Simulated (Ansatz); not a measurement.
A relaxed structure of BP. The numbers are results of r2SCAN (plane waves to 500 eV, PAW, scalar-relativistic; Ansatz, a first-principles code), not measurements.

P6₃mc (No. 186), hP8, AFLOW prototype AB_hP8_186_ab_ab (B5, as in SiC); a = b = 3.1984 Å, c = 10.5302 Å, α = β = 90.00°, γ = 120.00°.

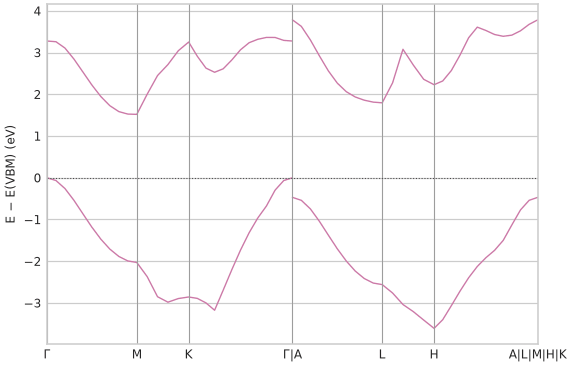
Fig. 1. Highest filled and lowest empty band along the path of this cell's Brillouin zone

Question: Read off the gap and say whether it is direct.

Answer: 1.52 eV, indirect (valence top at Γ, conduction bottom at M) (no spin-orbit coupling).

Question: How far does the top valence band disperse along this path?

Answer: About 3.6 eV.

No spin polarisation in the result.

The run could not lose the symmetry of its start.

The first start was generated by placing the elements on the sites of a structure type. Materials Project lists a structure of BP in the same space group, P6₃mc (No. 186); the sites were not compared with it, nor with measured phases. Known forms of BP include space group No. 216.
